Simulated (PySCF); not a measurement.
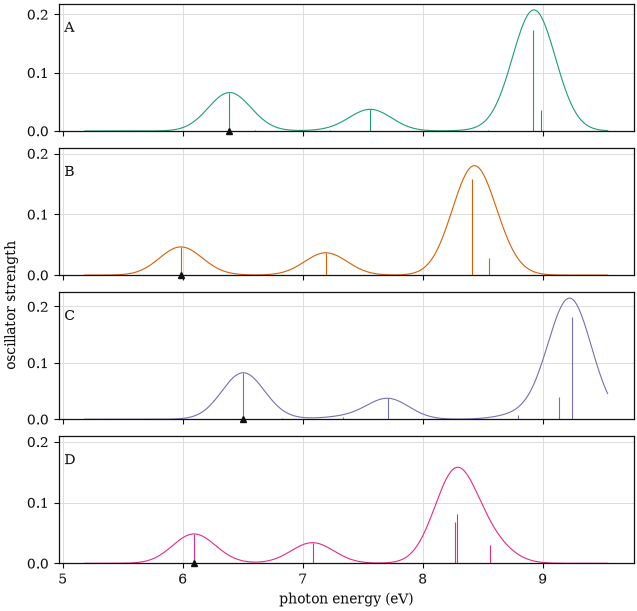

Vertical TDDFT spectra of C₃H₄ (cyclopropene), SMILES C1=CC1 at one geometry and several levels (PySCF, at a PBE0-D3(BJ)/def2-SVP geometry (no frequency check)); sticks with Gaussians of 1/e half-width 0.25 eV, the triangle marks S1, which has the same leading orbital pair at all these levels. Only the lowest states were computed, so the high end is incomplete. States within 0.01 eV of each other are merged, with their strengths summed. The highest state may be half of a pair whose partner wasn't computed.

> The levels are BHandHLYP/def2-SVPD, LDA/def2-SVPD, PBE/def2-SVPD and PBE0/def2-SVPD. Which panel is which?

A: PBE0/def2-SVPD (S1 at 6.39 eV); B: LDA/def2-SVPD (S1 at 5.98 eV); C: BHandHLYP/def2-SVPD (S1 at 6.50 eV); D: PBE/def2-SVPD (S1 at 6.09 eV).

Caveats, for all or some of the runs: core orbitals are frozen in the response; states above the negative HOMO energy depend on the basis.
